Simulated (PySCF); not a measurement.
Vertical excitations of a molecule C4H9FSi from TDDFT-PBE/def2-SVPD (PySCF), as energy in eV (oscillator strength): 5.84 (0.001), 6.36 (0.167), 6.38 (0.001), 6.63 (0.010), 6.82 (0.000), 6.90 (0.101), 6.99 (0.001), 7.12 (0.012), 7.16 (0.001), 7.40 (0.014). Lowest triplet (TDA): 4.24 eV. Geometry: PBE0-D3(BJ)/def2-SVP. One conformer was computed; it need not be the lowest.

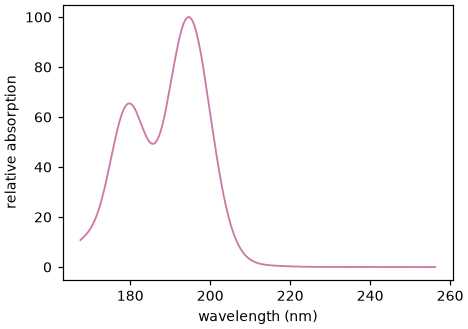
Figure: The lines broadened by 0.4 eV.

Q: Identify the compound among the candidates.
A) C[C@@H]1[SiH2]C[C@H]1F
B) CC[SiH2]/C=C\F
C) F[C@H]1C[C@@H]([SiH3])C1
D) C/C(F)=C(\C)[SiH3]

A: B, CC[SiH2]/C=C\F
